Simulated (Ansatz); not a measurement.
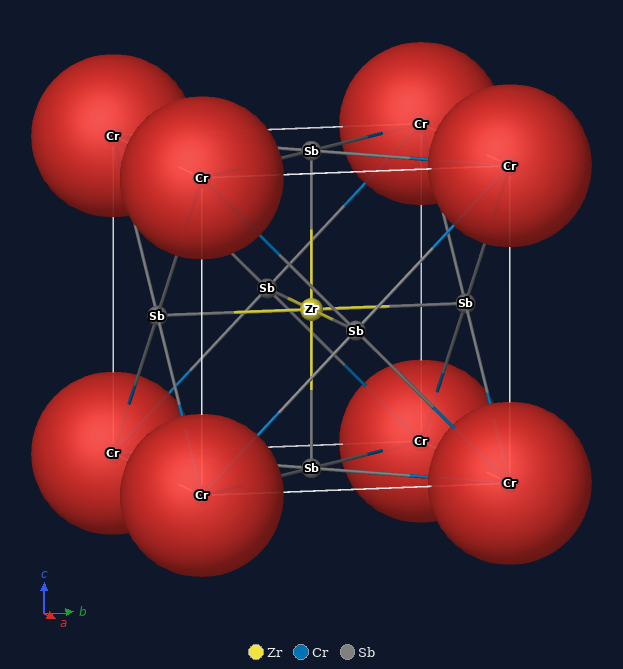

ZrCrSb₃. Isosurface of the magnetisation density (up minus down) at +0.05 e/Å³ (red), seen slightly off an axis. Sticks mark near contacts.

Space group Pm-3m; started from the cubic perovskite_221 prototype, which need not be the ambient phase; spin-polarised.

Computed with DFT PBE, scalar-relativistic, plane waves, PAW (Ansatz 0.2.0).

In a PAW calculation such maps are meaningful between the atoms, not at the nuclei.

**Which atoms carry the moments, and with what signs?**

The spin density sits on Cr: +4.8 μB in one cell of 5 atoms, with smaller moments on other sites: Zr (up to +0.05 μB): parallel main moments, as they must be, since the calculation's own cell holds one magnetic site. The cell of the calculation (5 atoms) carries 4.8 μB of net spin moment.
